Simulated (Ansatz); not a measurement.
**CCSD(T)/STO-3G run of BH2SF (SMILES FBS)**

What is the vertical ionisation energy of BH2SF at CCSD(T)/STO-3G? 

Program for the calculation: Ansatz 0.2.0.

65 further runs of the same task are left out: 65 set aside as unsound or not needed.

### Step 1. The molecule

The species is BH2SF (5 atoms), meant as a singlet with charge 0. As SMILES, `FBS`. The shape is that of a PBE0-D4/def2-TZVP optimisation. This is one conformer, not always the lowest.

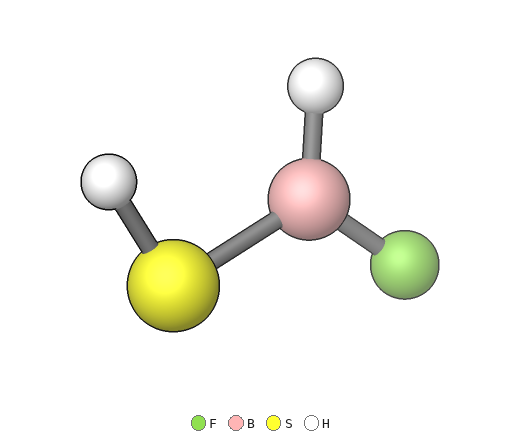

Viewed from a chosen angle; fluorine green, boron pink, sulfur yellow, hydrogen white.

### Step 2. A single-point energy at CCSD(T)/STO-3G

File run.yaml:

```yaml
crystal:
  periodic: [false, false, false]
  atoms:
    - {symbol: F, position_ang: [-1.119100, -0.905900, -1.069200]}
    - {symbol: B, position_ang: [-0.412800, -0.339100, -0.106100]}
    - {symbol: S, position_ang: [0.972400, 0.698600, -0.579400]}
    - {symbol: H, position_ang: [-0.712000, -0.530900, 1.033700]}
    - {symbol: H, position_ang: [1.321400, 1.003700, 0.679600]}
basis:
  gaussian:
    orbitals: STO-3G
correlation:
  method: ccsd_t
  frozen_orbitals: {B: 1, F: 1, H: 0, S: 5}
accuracy: high
scf:
  omitted_lower_state_checks: [cluster_reference, increment]
```

The run is started by

```bash
ansatz run run.yaml --threads 1 --pin off --max-ram 2610MiB --events-out events.jsonl --progress --plain --runs-dir runs
```

The log of the run:

```text
Warning: RAYON_NUM_THREADS=1 ignored (pool sized by the plan → 1); use --threads N
Functional definition: HF
  name "HF"
  exchange = exact_x
  correlation = 0
these checks for a lower state are left out or cut short: cluster_reference, increment
371 factors; integrals over basis functions are off by at most 2.9e-8 eV
mean field evaluation 1: about -14061.4238 eV, gradient 2.3e1 eV
mean field evaluation 2: about -14061.4759 eV, gradient 2.3e1 eV
mean field evaluation 4: about -14063.4858 eV, gradient 1.2e0 eV
mean field evaluation 8: about -14063.4918 eV, gradient 3.7e-6 eV
mean field -14063.49182403 eV, -516.8237919559 hartree, gradient 8.2e-9 eV, S^2 0.000000; 0 other end points of the search recorded, 0 dependent functions left out
7 core orbitals not correlated: weight in the atoms' cores, before any rotation towards them, 1.000 or more for the frozen orbitals, at most 0.000 for the correlated occupied ones
reference -14063.49182403 eV, -516.8237919559 hartree; 9, 9 occupied and 5, 5 virtual orbitals, 371 factors
second order -2.38052696 eV of doubles, -0.00000000 eV of singles
cycle   1  -2.69451081 eV  change   -3.1e-1 eV  update   8.4e-2
cycle   2  -2.93210148 eV  change   -2.4e-1 eV  update   2.7e-2
cycle   3  -2.99096975 eV  change   -5.9e-2 eV  update   1.4e-2
cycle   4  -2.99192353 eV  change   -9.5e-4 eV  update   3.3e-3
cycle   5  -2.99021089 eV  change    1.7e-3 eV  update   8.2e-4
cycle   6  -2.99015210 eV  change    5.9e-5 eV  update   2.5e-4
cycle   7  -2.99008323 eV  change    6.9e-5 eV  update   5.8e-5
cycle   8  -2.99005167 eV  change    3.2e-5 eV  update   2.6e-5
cycle   9  -2.99006534 eV  change   -1.4e-5 eV  update   9.1e-6
cycle  10  -2.99006634 eV  change   -1.0e-6 eV  update   3.6e-6
cycle  11  -2.99006608 eV  change    2.6e-7 eV  update   1.1e-6
cycle  12  -2.99006583 eV  change    2.5e-7 eV  update   2.5e-7
cycle  13  -2.99006591 eV  change   -7.8e-8 eV  update   7.2e-8
cycle  14  -2.99006601 eV  change   -9.7e-8 eV  update   3.3e-8
cycle  15  -2.99006601 eV  change   -8.5e-9 eV  update   1.5e-8
cycle  16  -2.99006572 eV  change    2.9e-7 eV  update   9.6e-8
cycle  17  -2.99006563 eV  change    9.4e-8 eV  update   4.6e-8
cycle  18  -2.99006561 eV  change    2.3e-8 eV  update   7.7e-9
cycle  19  -2.99006561 eV  change  -9.9e-10 eV  update   2.2e-9
cycle  20  -2.99006561 eV  change  -7.3e-10 eV  update  8.5e-10
perturbative correction -0.13783888 eV, -0.0050654856 hartree
Total energy: -14066.61972852 eV, -516.9387403258 hartree
Checks for a lower state left out: cluster_reference, increment
```

It took 0.18 s on 1 thread of Arm Neoverse V1, shared host.

### Step 3. The doublet cation

File job.yaml:

```yaml
crystal:
  periodic: [false, false, false]
  atoms:
    - {symbol: F, position_ang: [-1.119100, -0.905900, -1.069200]}
    - {symbol: B, position_ang: [-0.412800, -0.339100, -0.106100]}
    - {symbol: S, position_ang: [0.972400, 0.698600, -0.579400]}
    - {symbol: H, position_ang: [-0.712000, -0.530900, 1.033700]}
    - {symbol: H, position_ang: [1.321400, 1.003700, 0.679600]}
basis:
  gaussian: {orbitals: STO-3G}
total_charge: 1
magnetization: {spin_polarized: true, initial_magnetization: 1}
accuracy: high
correlation: {method: ccsd_t, frozen_orbitals: {B: 1, F: 1, H: 0, S: 5}}
scf: {omitted_lower_state_checks: [cluster_reference, increment]}
```

The run is started by

```bash
ansatz run job.yaml --threads 1 --pin off --max-ram 2610MiB --events-out events.jsonl --progress --plain --runs-dir runs
```

The log of the run:

```text
Warning: RAYON_NUM_THREADS=1 ignored (pool sized by the plan → 1); use --threads N
[... 4 set-up lines as earlier in the session ...]
these checks for a lower state are left out or cut short: cluster_reference, increment
371 factors; integrals over basis functions are off by at most 2.9e-8 eV
mean field evaluation 1: about -14052.8980 eV, gradient 2.0e1 eV
mean field evaluation 2: about -14052.9463 eV, gradient 2.0e1 eV
mean field evaluation 4: about -14056.4307 eV, gradient 1.4e0 eV
mean field evaluation 8: about -14056.4518 eV, gradient 3.8e-2 eV
mean field -14056.45184995 eV, -516.5650776803 hartree, gradient 2.1e-8 eV, S^2 0.758446; 0 other end points of the search recorded, 0 dependent functions left out
7 core orbitals not correlated: weight in the atoms' cores, before any rotation towards them, 1.000 or more for the frozen orbitals, at most 0.000 for the correlated occupied ones
reference -14056.45184995 eV, -516.5650776803 hartree; 9, 8 occupied and 5, 6 virtual orbitals, 371 factors
second order -2.42854399 eV of doubles, -0.00000000 eV of singles
cycle   1  -2.70790832 eV  change   -2.8e-1 eV  update   1.0e-1
cycle   2  -2.98009899 eV  change   -2.7e-1 eV  update   3.4e-2
cycle   3  -3.07748600 eV  change   -9.7e-2 eV  update   2.4e-2
cycle   4  -3.08532125 eV  change   -7.8e-3 eV  update   8.7e-3
cycle   5  -3.08696479 eV  change   -1.6e-3 eV  update   3.9e-3
cycle   6  -3.08803763 eV  change   -1.1e-3 eV  update   2.1e-3
cycle   7  -3.08758635 eV  change    4.5e-4 eV  update   9.0e-4
cycle   8  -3.08798843 eV  change   -4.0e-4 eV  update   3.6e-4
cycle   9  -3.08831692 eV  change   -3.3e-4 eV  update   1.3e-4
cycle  10  -3.08825667 eV  change    6.0e-5 eV  update   5.1e-5
cycle  11  -3.08823326 eV  change    2.3e-5 eV  update   1.7e-5
cycle  12  -3.08822240 eV  change    1.1e-5 eV  update   7.6e-6
cycle  13  -3.08822431 eV  change   -1.9e-6 eV  update   3.7e-6
cycle  14  -3.08822643 eV  change   -2.1e-6 eV  update   1.3e-6
cycle  15  -3.08822615 eV  change    2.8e-7 eV  update   4.6e-7
cycle  16  -3.08822593 eV  change    2.2e-7 eV  update   2.0e-7
cycle  17  -3.08822575 eV  change    1.8e-7 eV  update   1.1e-7
cycle  18  -3.08822572 eV  change    2.8e-8 eV  update   7.6e-8
cycle  19  -3.08822572 eV  change    4.5e-9 eV  update   6.0e-8
cycle  20  -3.08822572 eV  change   -1.9e-9 eV  update   5.0e-8
cycle  21  -3.08822575 eV  change   -2.9e-8 eV  update   4.1e-8
cycle  22  -3.08822543 eV  change    3.1e-7 eV  update   9.4e-8
cycle  23  -3.08822534 eV  change    9.5e-8 eV  update   4.6e-8
cycle  24  -3.08822530 eV  change    3.6e-8 eV  update   1.9e-8
cycle  25  -3.08822530 eV  change    5.1e-9 eV  update   1.0e-8
cycle  26  -3.08822530 eV  change    2.6e-9 eV  update   4.6e-9
cycle  27  -3.08822529 eV  change    1.3e-9 eV  update   2.0e-9
cycle  28  -3.08822529 eV  change   8.6e-10 eV  update  9.2e-10
perturbative correction -0.17709292 eV, -0.0065080448 hartree
Total energy: -14059.71716816 eV, -516.6850759114 hartree
Checks for a lower state left out: cluster_reference, increment
```

Run time: 0.32 s. Hardware: 1 thread of Arm Neoverse V1, shared host.

### Step 4. Summary of results

Level: CCSD(T)/STO-3G, 7 core orbitals frozen.

```
                                                   quantity          value
                                singlet BH2SF: total energy  -516.93874 Eh
 singlet BH2SF: correlation energy (7 core orbitals frozen)     -114.9 mEh
                              singlet BH2SF: (T) correction      -5.07 mEh
                               singlet BH2SF: T1 diagnostic          0.017
                               doublet cation: total energy  -516.68508 Eh
doublet cation: correlation energy (7 core orbitals frozen)     -120.0 mEh
                             doublet cation: (T) correction      -6.51 mEh
          doublet cation: ⟨S²⟩ of the reference determinant          0.758
                              doublet cation: T1 diagnostic          0.026
         vertical ionisation energy (to the doublet cation)       6.903 eV
```

The vertical ionisation energy comes to 6.90 eV (666 kJ/mol). In a minimal basis such a difference can be off by several eV, whatever the method. The triples (singlet BH2SF) make up 4.4 % of the correlation energy. The triples (doublet cation) make up 5.4 % of the correlation energy.
